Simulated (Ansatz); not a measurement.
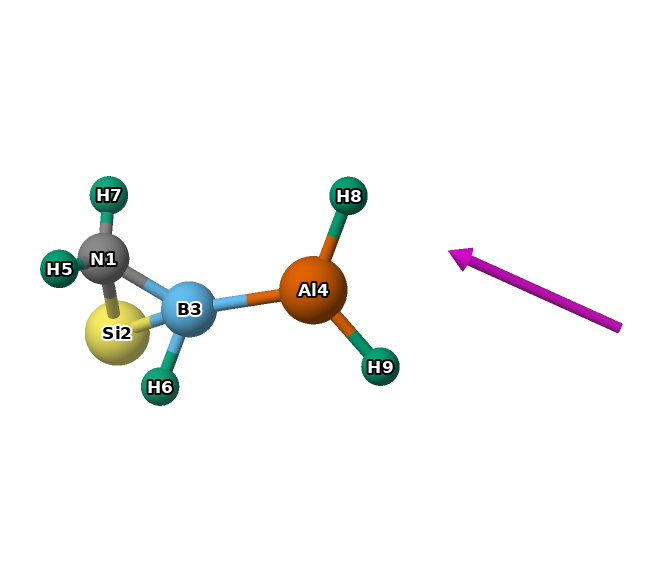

The arrow beside the molecule shows the direction of the dipole moment, from the negative to the positive end (its length means nothing). The computed structure is the end point of a PBE0-D4/def2-TZVP optimisation. No frequency run is at hand to confirm it as a minimum. Level of theory: RKS PBE0-D4/def2-TZVP (Ansatz 0.2.0).

Question: Estimate the dipole moment.

Answer: 3.50 D; it points from the side of H9 to the side of H5 (the outermost atoms at the two ends).
